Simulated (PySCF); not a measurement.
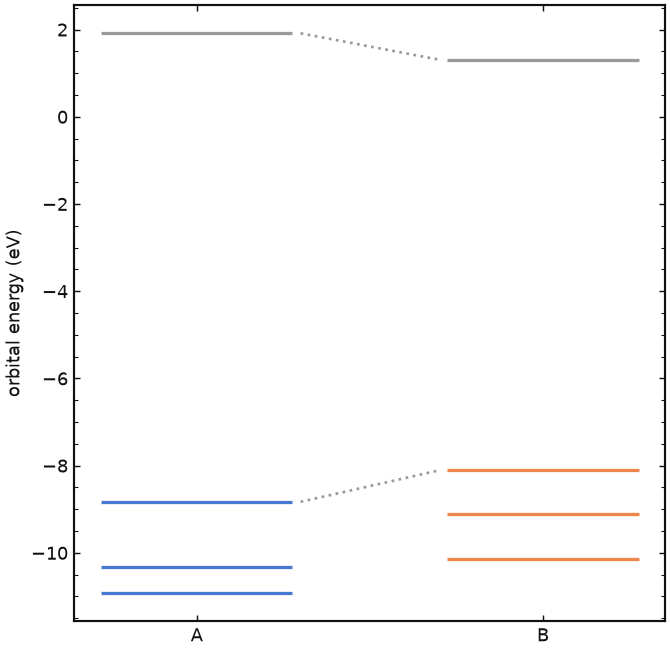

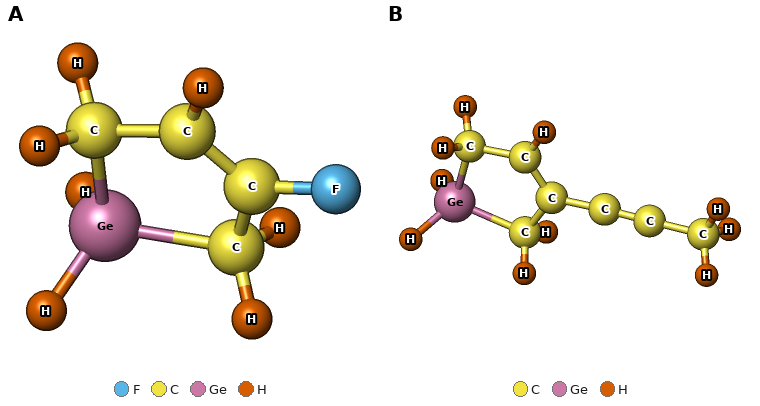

Related molecules: A is C₄H₇FGe, SMILES FC1=C[CH2][GeH2][CH2]1, singlet; B is C₇H₁₀Ge, SMILES CC#CC1=C[CH2][GeH2][CH2]1, singlet. Frontier orbital energies, ωB97X-D/def2-SVPD with PySCF 2.14.0, at a PBE0-D3(BJ)/def2-SVP geometry (no frequency check); drawn are at most three filled levels and, in grey, the LUMO with any level within 0.03 eV of it; dotted lines join the HOMOs and the LUMOs.

Question: What does the change do to the frontier levels?

Answer: From A to B the HOMO rises by 0.72 eV and the LUMO falls by 0.60 eV, so the separation goes from 10.74 to 9.42 eV.

Question: Does the ΔSCF ionisation energy follow the HOMO?

Answer: A: −ε(HOMO) 8.83, ΔSCF 9.08 eV; B: −ε(HOMO) 8.11, ΔSCF 8.14 eV.

Caveats, for all or some of the runs: empty levels above zero depend strongly on the basis.
